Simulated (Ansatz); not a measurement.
The figure comes from a scan of BP (zinc blende): a phonon pattern at X = (0.5, 0.5, 0.0) is frozen into a 4-atom cell, Q being the largest atomic displacement. Level of theory: r2SCAN (plane waves to 500 eV, PAW, scalar-relativistic; Ansatz, a program for electronic structure). k mesh 12×12×12 (Γ-centred), Fermi-Dirac smearing 0.05 eV. Energies are smeared free energies. BP was relaxed with its symmetry unable to fall. The PAW data are Ansatz's earlier set. ΔE is measured from the undisplaced structure.

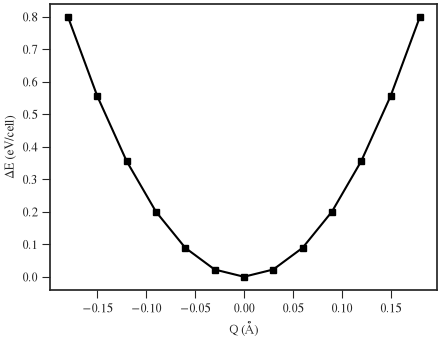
Figure: ΔE (eV/cell) against Q (Å); one marker a computed point.

Problem. Read the plotted values off the figure, to the accuracy that the plot allows.

Solution. To the nearest 0.01:

```json
[
 {"Q (Å)": "-0.180", "ΔE (eV/cell)": "0.80"},
 {"Q (Å)": "-0.150", "ΔE (eV/cell)": "0.56"},
 {"Q (Å)": "-0.120", "ΔE (eV/cell)": "0.36"},
 {"Q (Å)": "-0.090", "ΔE (eV/cell)": "0.20"},
 {"Q (Å)": "-0.060", "ΔE (eV/cell)": "0.09"},
 {"Q (Å)": "-0.030", "ΔE (eV/cell)": "0.02"},
 {"Q (Å)": "0.000", "ΔE (eV/cell)": "0.00"},
 {"Q (Å)": "0.030", "ΔE (eV/cell)": "0.02"},
 {"Q (Å)": "0.060", "ΔE (eV/cell)": "0.09"},
 {"Q (Å)": "0.090", "ΔE (eV/cell)": "0.20"},
 {"Q (Å)": "0.120", "ΔE (eV/cell)": "0.36"},
 {"Q (Å)": "0.150", "ΔE (eV/cell)": "0.56"},
 {"Q (Å)": "0.180", "ΔE (eV/cell)": "0.80"}
]
```

(A displaced cell: forces are minus the slopes of the energy, force constants its curvatures, and phonons follow from these.)
